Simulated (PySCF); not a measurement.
GeC (charge +1, quartet)

```yaml
atoms:
  - { symbol: Ge, position_ang: [0.0000, 0.0000, -0.2677] }
  - { symbol: C, position_ang: [0.0000, 0.0000, 1.6493] }
```

All numbers below come from PBE0/def2-SVPD, non-relativistic Hamiltonian with scalar-relativistic core potentials where named, at a bond length of 1.917 Å in PySCF.

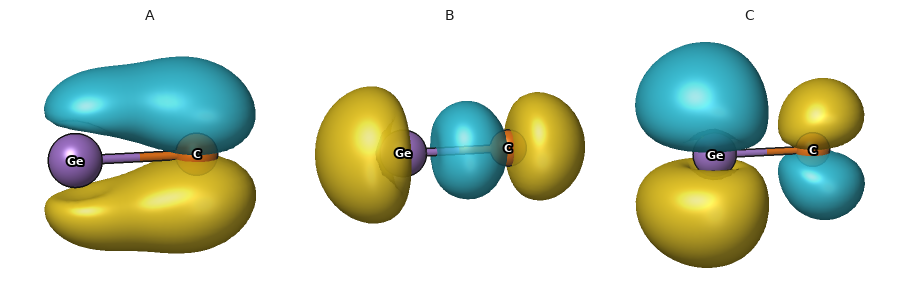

Figure 1. Three frontier α-spin orbitals, each drawn at the value that holds 80 % of its norm (yellow and cyan are the two phases), in no order; of a degenerate pair one member is drawn.

Q: Label each orbital by symmetry, say whether it is occupied, and order them by energy.

A: Orbital B: σ, occupied in this spin, −15.21 eV; shared between the atoms (Ge 50 %, C 50 %).
Orbital A: π, occupied in this spin, −15.08 eV; bonding, with no node between the atoms.
Orbital C: π, empty in this spin, −9.31 eV; mainly on Ge (75 %).

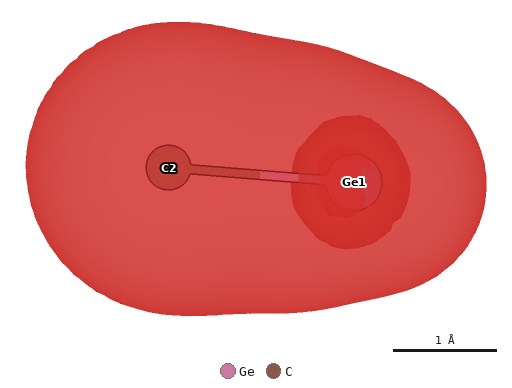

Figure 2. Isosurface of the spin density (α minus β) at +0.03 e/Å³ (red), seen from one side.

Q: Describe the spin distribution.

A: The unpaired spin (3 electrons) lies mostly on C2 (about 2.1) and Ge1 (about 0.9), in electrons by Hirshfeld's partition.
